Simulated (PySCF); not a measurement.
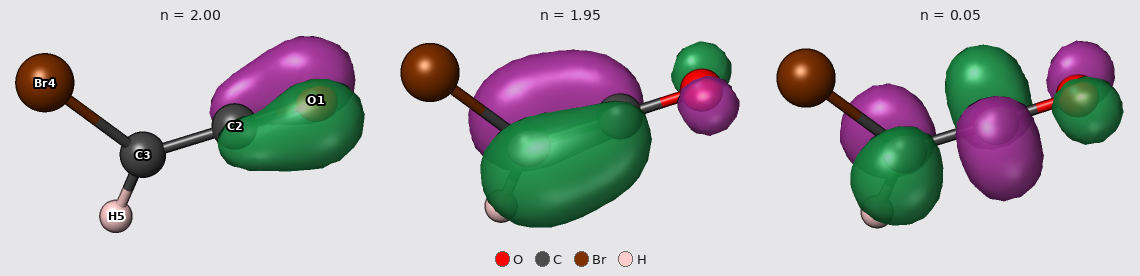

*C$_{2}$HBrO, SMILES `O=C=CBr`. Natural orbitals of the π active space, CASSCF(4,3), singlet state, in order of falling occupation.*

Method: cc-pVDZ basis; geometry: GFN2-xTB; program: PySCF. No frequency check shows the geometry to be a minimum. GFN2-xTB bond lengths at metals and heavier atoms can be off by up to 0.1 Å and shapes distorted, which carries into these values.

Cartesian coordinates (Å):

```
O1      -2.7058   -0.4623    0.0000
C2      -1.7266    0.1561    0.0000
C3      -0.6205    0.8301    0.0000
Br4      1.0364   -0.1177    0.0000
H5      -0.5438    1.8993    0.0000
```

Q: How multiconfigurational is the state?

A: The leading determinant weighs 0.97; the effective number of unpaired electrons, Σ n²(2−n)², is 0.02; the most occupied of the weakly occupied orbitals holds 0.05 e, as in an ordinary closed-shell π system. The active space lowers the energy by 0.60 eV against Hartree–Fock.

Q: Where does the lowest triplet lie relative to the singlet, at this geometry and within this active space?

A: 5.98 eV above it by strongly contracted NEVPT2 (+5.83 eV by CASSCF); a small basis tends to put such gaps a few tenths of an eV too high. This is a vertical energy for π states alone; a state that uses lone pairs or σ orbitals may lie lower.
